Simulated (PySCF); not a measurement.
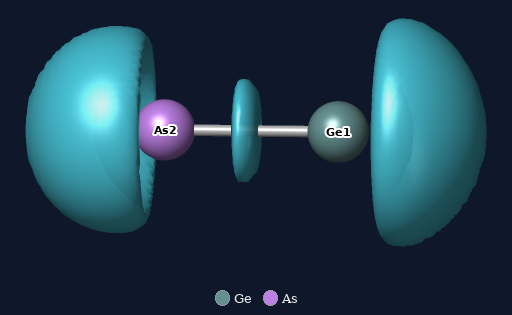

The picture shows: GeAs (charge +1, triplet). Isosurface of the electron localisation function at 0.75 (cyan), seen from one side. Only the valence region is drawn (cores and ρ < 0.01 e/Å³ removed).

Computed with PBE0/def2-TZVPPD, non-relativistic Hamiltonian with scalar-relativistic core potentials where named, at a bond length of 2.412 Å in PySCF 2.14.0.

What do the ELF domains correspond to?

Answer. The surface consists of one region between bonded As–Ge atoms (shared pairs), one lobe on As, pointing away from the bonds (non-bonding electrons) and one lobe on Ge, pointing away from the bonds (non-bonding electrons).

Values along the shortest contacts:
Ge–As (2.41 Å): the ELF peaks at about 0.80 between the atoms: a shared electron pair.
